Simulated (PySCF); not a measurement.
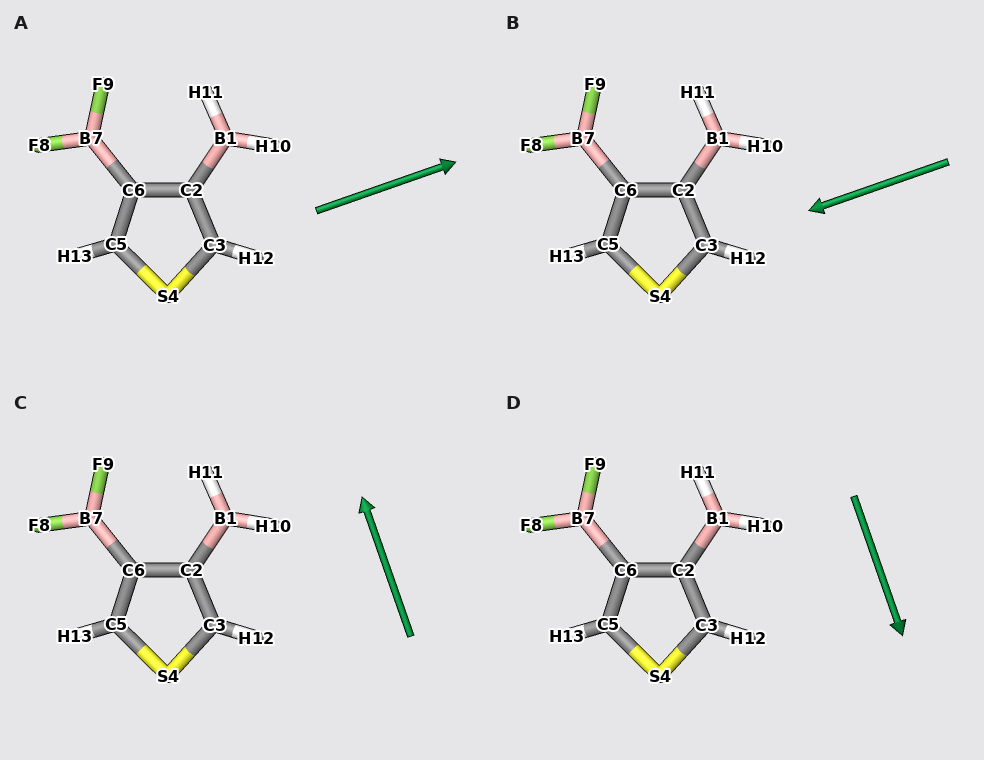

The same molecule four times, each with an arrow. The computed structure is the end point of a GFN2-xTB optimisation. No frequency run is at hand to confirm it as a minimum. Properties computed with CAM-B3LYP/def2-SVPD, gas phase (PySCF 2.14.0).

Question: Which arrow points along the dipole moment, from the negative to the positive end?

Answer: D. The dipole moment is 2.82 D; it points from the side of F9 to the side of S4 (the outermost atoms at the two ends).

The geometry is semi-empirical. Around B such bond lengths and angles can be off by a tenth of an ångström or more and by several degrees, and values that hang on the shape move with them.
